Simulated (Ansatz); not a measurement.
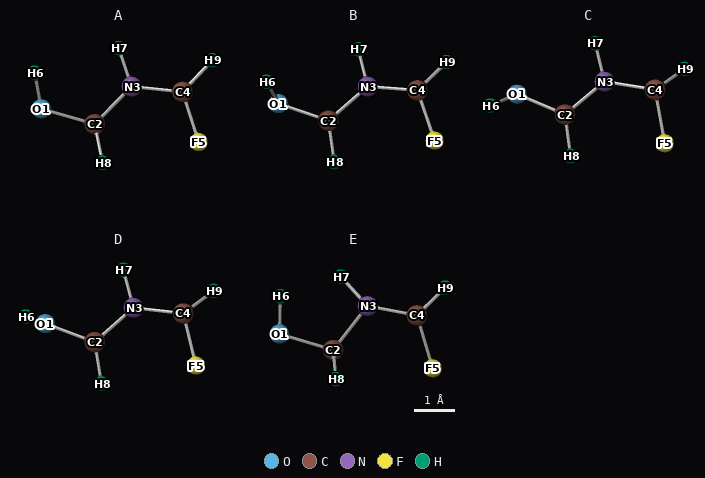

5 geometries from one relaxation of C$_{2}$H$_{4}$FNO, in shuffled order. Style: ball-and-stick. Shown face on.

The run prepares an end point of a later path (hydrogen shift) calculation, from a guessed geometry.

These are results of RKS BHLYP-D4/6-31G* in Ansatz, not measurements. Set-up: no spin polarisation; force threshold 0.02 eV/Å; at most 50 steps.

Q: Put them in the order of the run, from the start to the converged end.

A: E, A, B, D, C. They are steps 0, 2, 4, 7, 18, at +48.4 kcal/mol, +13.9 kcal/mol, +7.79 kcal/mol, +1.03 kcal/mol relative to the last. After 15 accepted moves (18 points after the start) the energy has fallen by 48.4 kcal/mol. The largest force component goes from 5 to 0.011 eV/Å. The line search rejected the trial steps at points 9, 12, 14 of the run. H6 moves most after the best rigid fit: 1.09 Å. By element the largest moves are H 1.09 Å, F 0.53 Å, O 0.45 Å, C 0.33 Å, N 0.07 Å. Among the contacts that change: C2–N3 1.436 → 1.298 Å, N3–C4 1.276 → 1.368 Å, C4–H9 1.019 → 1.083 Å, O1–C2 1.410 → 1.357 Å. Among the angles between lasting bonds that change: C4–N3–H7 142.6° → 114.6°, C2–N3–H7 95.8° → 114.5°, O1–C2–H8 105.8° → 121.6°.
